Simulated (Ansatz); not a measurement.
# Loss of HF: C2H4FSi → C2H3Si + HF

Species: C2H4FSi `[H]/[C]=C/[SiH2]F`, doublet; C2H3Si `C#C[SiH2]`, doublet; HF (hydrogen fluoride), singlet. This is a balance of energies; it says nothing on the path, which may need atoms to shift.

Shapes, held fixed at every level: PBE0-D4/def2-TZVP. Flexible molecules stand in one conformer, not always the lowest. Programs: Ansatz 0.2.0. The zero-point and thermal change to 298 K, harmonic and unscaled (PBE0-D4/def2-TZVP), is -7.2 kJ/mol.

```
                level           kind  ΔH(298 K) (kJ/mol)
          HF/def2-SVP   Hartree–Fock              +219.2
        HF/def2-TZVPP   Hartree–Fock              +224.0
    PBE-D4/def2-TZVPP            GGA              +189.9
 r2SCAN-D4/def2-TZVPP       meta-GGA              +210.5
  B3LYP-D4/def2-TZVPP  global hybrid              +198.4
  BHLYP-D4/def2-TZVPP  global hybrid              +218.8
r2SCAN0-D4/def2-TZVPP  global hybrid              +218.6
    B2PLYP/def2-TZVPP  double hybrid              +191.0
```

B2PLYP/def2-TZVPP gives ΔH(298 K) = +191.0 kJ/mol; the levels span +189.9 to +224.0. The median of the levels is +214.6. No measured value is set beside it here. Spin contamination: C2H4FSi (⟨S²⟩ up to 0.92), C2H3Si (⟨S²⟩ up to 0.85). Open shells run unrestricted.

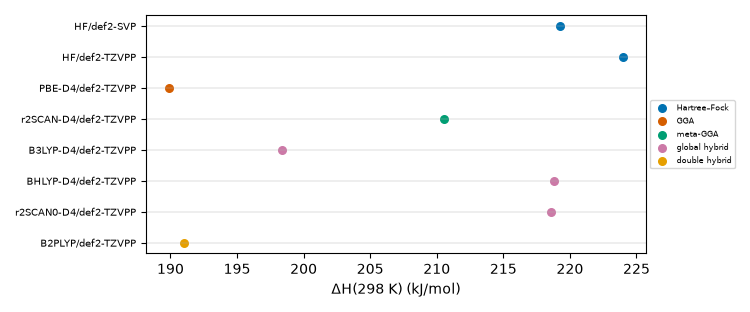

The values of the table, level by level.
